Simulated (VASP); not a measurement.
Band structure of CuI (space group P4/nmm). Method: PBEsol GGA, VASP's PBE PAW potentials (set 64) (plane waves; VASP 6.6.1).

Unless said otherwise, spin-orbit coupling is left out, though it shifts the bands of the heavy elements here.

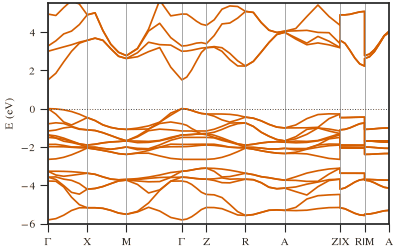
Bands along high-symmetry lines, zero at the valence-band maximum or, without a gap, the Fermi level

Question: Read the plot: is there a gap, and where are the band edges?

Answer: The gap is direct, 1.50 eV, from the valence maximum at Γ to the conduction minimum at Γ.

The structure comes from a computed database's CuI entry (P4/nmm); how it stands against other phases isn't given here. The cell was not relaxed at this level.
